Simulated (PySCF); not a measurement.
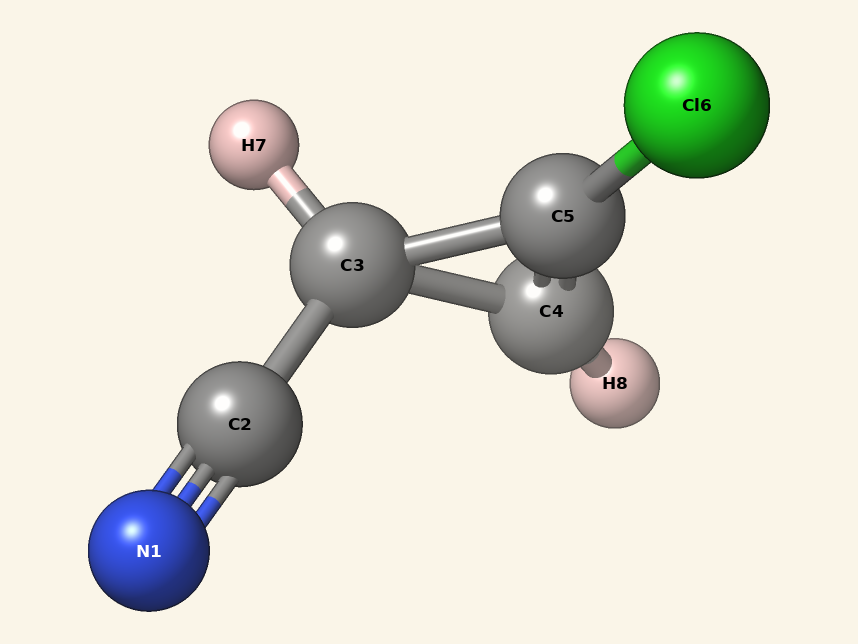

Distant atoms are faded towards the background colour. The geometry was computed by an optimisation with PBE0-D3(BJ)/def2-SVP. No frequency run is at hand to confirm it as a minimum.

Question: Which atoms or bonds are stereogenic?

Answer: Centres: C3.

Question: What are the Cahn–Ingold–Prelog descriptors?

Answer: C3: S (priorities C5 > C2 > C4 > H7).

Question: Write the isomeric SMILES.

Answer: N#C[C@@H]1C=C1Cl
